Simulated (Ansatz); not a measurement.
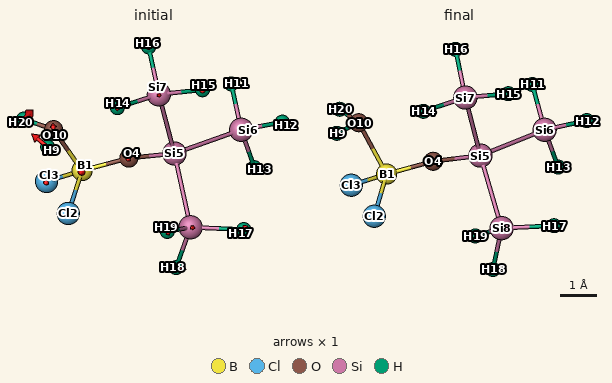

The structure of BSi4H11O2Cl2 (started from a transition state, displaced along its imaginary mode) before (left) and after (right) a relaxation, at one scale. The red arrows give the displacements, at their true length.

A ball-and-stick model, seen face on.

Method: Ansatz, RKS PBE0-D4/def2-TZVP.

The input:
```yaml
crystal:
  periodic: [false, false, false]
  atoms:
    - {symbol: B, position_ang: [-1.275936, -1.328395, -1.396662]}
    - {symbol: Cl, position_ang: [-0.103342, -2.828477, -0.629139]}
    - {symbol: Cl, position_ang: [-2.156847, -1.744679, -2.812888]}
    - {symbol: O, position_ang: [-0.738078, -0.114558, -1.167422]}
    - {symbol: Si, position_ang: [0.336016, 0.540071, -0.066382]}
    - {symbol: Si, position_ang: [0.574085, 2.788567, -0.669815]}
    - {symbol: Si, position_ang: [-0.517517, 0.428777, 2.117690]}
    - {symbol: Si, position_ang: [2.423063, -0.526894, -0.163131]}
    - {symbol: H, position_ang: [-1.737584, -2.368848, 0.299674]}
    - {symbol: O, position_ang: [-2.229635, -1.729008, -0.068943]}
    - {symbol: H, position_ang: [-0.745461, 3.484765, -0.677540]}
    - {symbol: H, position_ang: [1.460886, 3.445686, 0.334276]}
    - {symbol: H, position_ang: [1.196726, 2.911854, -2.016413]}
    - {symbol: H, position_ang: [-0.666647, -0.977872, 2.580572]}
    - {symbol: H, position_ang: [0.441740, 1.126980, 3.013480]}
    - {symbol: H, position_ang: [-1.841711, 1.102200, 2.219595]}
    - {symbol: H, position_ang: [3.450319, 0.525216, 0.096722]}
    - {symbol: H, position_ang: [2.653638, -1.078756, -1.514683]}
    - {symbol: H, position_ang: [2.577120, -1.583118, 0.879224]}
    - {symbol: H, position_ang: [-3.100836, -2.073511, -0.358413]}
basis:
  gaussian: {orbitals: def2-TZVP}
hamiltonian: {xc: pbe0, dispersion: d4}
relax: {f_tol: 0.005, max_steps: 200}
```

Launched with:
```bash
ansatz run in.yaml --threads 4 --pin off --events-out ev --progress --plain --max-ram 66560MiB --backend cuda --devices 0, --max-vram 37GiB
```

Q: Describe what moved and what it gained.

A: After 19 geometry steps the energy has fallen by 18.2 kcal/mol. Largest force component: 5.3 eV/Å at the start, 0.0033 eV/Å at the end. The largest move after the best rigid fit is that of H9, 0.61 Å. Largest moves by element: H 0.61 Å, B 0.26 Å, O 0.21 Å, Cl 0.16 Å, Si 0.14 Å. Among the contacts that change: Cl2–H9 1.935 → 2.530 Å, B1–Cl2 2.053 → 1.840 Å, B1–Cl3 1.719 → 1.823 Å, H9–O10 0.887 → 0.968 Å. Among the angles between lasting bonds that change: Cl2–B1–O10 81.7° → 99.6°, Cl3–B1–O4 124.3° → 115.4°, B1–O10–H9 100.7° → 106.9°. Groups turn about B1–O10 by about 20°.
